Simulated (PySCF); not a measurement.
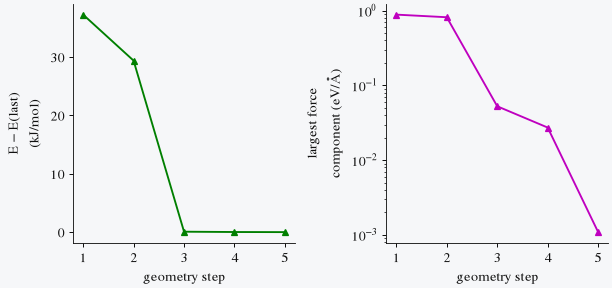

History of a geometry optimisation. The start has point group D3h, which is kept. A held symmetry can leave a saddle point.

- system: K3N molecule
- method: RKS-based PBE0, N def2-TZVP, K def2-TZVP; non-relativistic Hamiltonian; density fitting (PySCF 2.14.0)

How did it end, and what did it gain?

Answer. The optimisation met its thresholds at geometry 5, counting the start as the first. The energy fell by about 37 kJ/mol from the first step to the last. The largest force component goes from about 0.89 eV/Å at the start to 1.1 × 10⁻³ eV/Å at the end.
